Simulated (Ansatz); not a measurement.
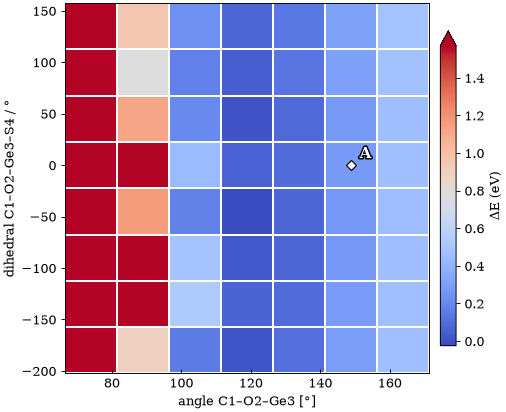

CH₅ClGeOS, SMILES C[O][GeH]([SH])[Cl]. 
- The first coordinate is: angle C1–O2–Ge3; the second: dihedral C1–O2–Ge3–S4.
- Nothing is relaxed (all other coordinates rigid).
- Grid: 7 × 8 points.
- Energies are in eV, from the relaxed molecule at the same level.
- Energies and slopes of some neighbouring points disagree (a jump in structure or state, or too coarse a mesh).
- All numbers below come from Ansatz 0.2.0, RKS PBE-D4/def2-SVP.

In the figure: one coloured cell a grid point, one colour for all values above the top of the scale, the point A.

Which way does the force act at A, and how strong is it?

Answer. A, at angle C1–O2–Ge3 = 149°, dihedral C1–O2–Ge3–S4 = 0°, is not a stationary point. The computed force is 0.013 eV for each degree towards smaller values of angle C1–O2–Ge3 and nearly zero along dihedral C1–O2–Ge3–S4.
